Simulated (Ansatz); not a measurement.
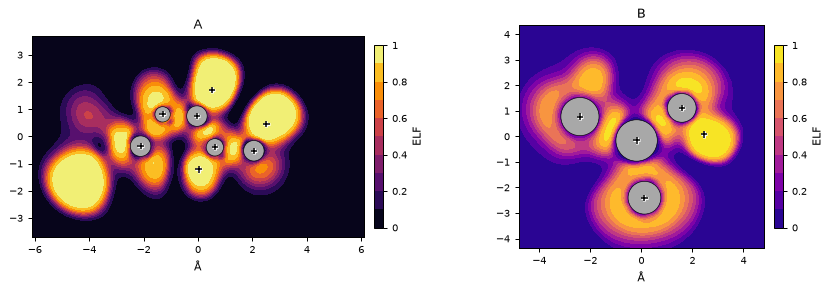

The ELF of 2 systems, each on a plane through atoms (crosses mark nuclei in the plane; grey discs cover the cores).

Computed with RKS PBE0-D4/def2-SVP in Ansatz.

System 1: C₃H₈BNO, the plane of atoms N5, C4 and H11. 

```xyz
14

B     1.8417   -2.1453    0.8233
C     0.7995   -1.1223    0.8136
O    -0.3718   -1.3157    0.0286
C    -1.0280   -0.3425   -0.4372
N    -0.6380    0.9156   -0.3003
C    -1.3162    2.0535   -0.8634
H     1.7554   -3.1416    0.1338
H     2.8181   -1.9682    1.5239
H     0.7035   -0.2251    1.4367
H     0.3101    1.0091    0.0757
H    -1.9451   -0.5771   -0.9881
H    -2.2628    1.7321   -1.3198
H    -1.5452    2.7987   -0.0862
H    -0.7061    2.5352   -1.6432
```

System 2: AlAsBrH₃S, the plane of atoms Al2, S1 and H5. 

```xyz
7

S    -1.3826    1.6874   -0.5759
Al   -0.2827   -0.1853   -0.3693
As    2.0448   -0.2075    0.2751
Br   -1.3476   -2.1068   -0.9126
H    -2.5014    1.0874   -1.0424
H     1.7927    0.9326    1.2585
H     1.7381   -1.2758    1.3208
```

Question: Match each panel to its system.

Answer: Panel A is system 1, C₃H₈BNO: the plane holds C, O, N and H. C–O (1.26 Å): the ELF peaks at about 0.90 between the atoms; a polar covalent bond. Panel B is system 2, AlAsBrH₃S: the plane holds S, Al, As, Br and H. Al–S (2.18 Å): the ELF peaks at about 0.90 in the valence shell of S, 1.0 Å from its nucleus, and is about 0.90 at the midpoint.
